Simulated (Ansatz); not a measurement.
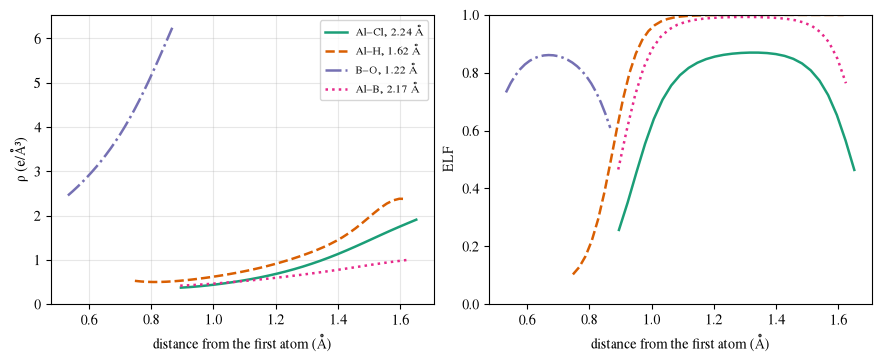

Figure. AlBClH$_{2}$O (SMILES O=[B][AlH2-][Cl]) (charge −1). Total electron density and ELF along straight lines between neighbouring atoms. The curves leave out the atomic cores.

Geometry: PBE0-D3(BJ)/def2-SVPD.

Theory: Ansatz 0.2.0, isolated molecule in a Gaussian basis; Kohn-Sham density functional theory, functional PBE0.

The calculation's input:

```
crystal:
  periodic: [false, false, false]
  atoms:
    - symbol: Al
      position_ang: [-0.434272, 0.756221, 0.045881]
    - symbol: B
      position_ang: [0.639866, -0.539373, -1.316624]
    - symbol: Cl
      position_ang: [-2.118430, 1.635071, -1.138307]
    - symbol: O
      position_ang: [1.266060, -1.275975, -2.057074]
    - symbol: H
      position_ang: [0.540118, 1.950829, 0.532927]
    - symbol: H
      position_ang: [-1.049763, -0.125053, 1.253467]
basis:
  gaussian:
    orbitals: def2-TZVPD
total_charge: -1
hamiltonian:
  xc: {name: PBE0}
output:
  forces: true
  orbitals: {seedname: orbitals}
```

Command:

```sh
ansatz run input.yaml --threads 2 --pin off --max-ram 4350MiB --events-out events.jsonl --progress --plain --runs-dir runs
```

**Compare the contacts.**

Al–Cl (2.24 Å): the density is about 0.56 e/Å³ at the midpoint; the ELF peaks at about 0.85 in the valence shell of Cl, 0.9 Å from its nucleus, and is about 0.80 at the midpoint.
Al–H (1.62 Å): the density is about 0.5 e/Å³ at the midpoint; the ELF climbs to about 1 towards the hydrogen.
B–O (1.22 Å): ρ at the midpoint is about 3 e/Å³; the ELF peaks at about 0.85 between the atoms (a short, strongly polar bond).
Al–B (2.17 Å): ρ is about 0.51 e/Å³ halfway; the ELF peaks at about 1 between the atoms (a covalent bond).
